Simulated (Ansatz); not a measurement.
# Converging the k-point mesh: PdAu₃ (I4mm, 4 atoms in the cell)

```xyz
4
Lattice="-2.0629 2.0629 4.0227 2.0629 -2.0629 4.0227 2.0629 2.0629 -4.0227" Properties=species:S:1:pos:R:3 pbc="T T T"
Pd     0.0000     0.0000     0.0500
Au     0.0000     2.0629     2.0113
Au     2.0629     0.0000     2.0113
Au     0.0000     0.0000     4.0227
```

Level of theory: LDA (PW92), default PAW files made with PBE (plane waves; Ansatz, a quantum-chemistry and plane-wave program).

Base settings: basis.ecutwfc = 420 eV; kpoints.mp_grid.grid = 11 11 11; hamiltonian.xc = lda; hamiltonian.pseudopotentials = {kind: paw} (the program's default PAW files); scf.occupations.method = fermi_dirac; scf.occupations.width = 0.1 eV.

The second cell is the first with its lattice scaled by 0.98.

Only quantities that move along the ladder and can be compared are tabulated.

The count of work is k-points × plane waves × bands × iterations; it is no time. Core times come from one kind of shared machine, to one figure; runs under 30 s give none.

The starting cell comes from a database of computed structures (which also holds hypothetical and non-ambient phases and stackings), without a prior relaxation at this level. Its lattice was rescaled by up to half a per cent. One atom was moved a little off its site on purpose. Spin polarisation is off. In the base run, with a pressure of about -12 GPa the cell is away from its equilibrium volume at this level. Ansatz's pressure includes its estimate of the finite-basis (Pulay) stress.

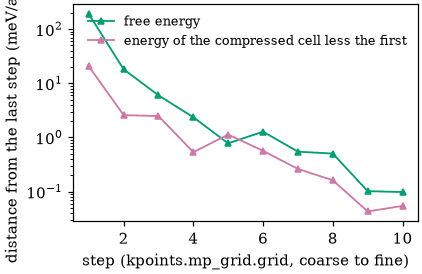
Distance from the last step along the ladder; very small values are drawn at a floor.

```tsv
kpoints.mp_grid.grid	free energy less the last step's (meV/atom)	energy of the compressed cell less the first (meV/atom)	pressure (GPa)	largest difference of a force vector from the last step's (eV/Å)	count of work / last	core time / last (rough)
2 2 2	191.62	-27.02	-8.45	0.014	0.0097	–
3 3 3	-18.19	-45.17	-11.73	0.022	0.013	–
4 4 4	5.99	-50.23	-12.33	0.011	0.032	–
5 5 5	-2.36	-48.28	-12.13	0.006	0.037	–
6 6 6	-0.78	-48.88	-12.22	0.001	0.062	–
8 8 8	-1.28	-48.31	-12.14	0.003	0.12	–
10 10 10	-0.55	-48.01	-12.09	0.002	0.21	–
11 11 11	0.50	-47.59	-12.01	0.001	0.26	–
13 13 13	0.10	-47.71	-12.03	0.001	0.41	0.4
16 16 16	-0.10	-47.80	-12.06	0.000	0.73	0.7
18 18 18	0.00	-47.75	-12.05	0.000	1.0	1
```

Coarsest kpoints.mp_grid.grid that holds the free energy within 1 meV/atom of the last step, with all finer ones: 10 10 10, at 0.21 of the last step's count of work; the step before is off by 1.3 meV/atom.

Coarsest kpoints.mp_grid.grid that holds the pressure within 0.2 GPa of the last step, with all finer ones: 5 5 5, at 0.037 of the last step's count of work; the step before is off by 0.28 GPa.

Coarsest kpoints.mp_grid.grid that holds the forces within 0.02 eV/Å of the last step, with all finer ones: 4 4 4, at 0.032 of the last step's count of work; the step before is off by 0.022 eV/Å.

The energy difference between the two cells stays within 1 meV/atom of the last step's from 8 8 8 on, the total only from 10 10 10 on: much of the error is common to both cells and cancels.

Keys are those of Ansatz 0.2.
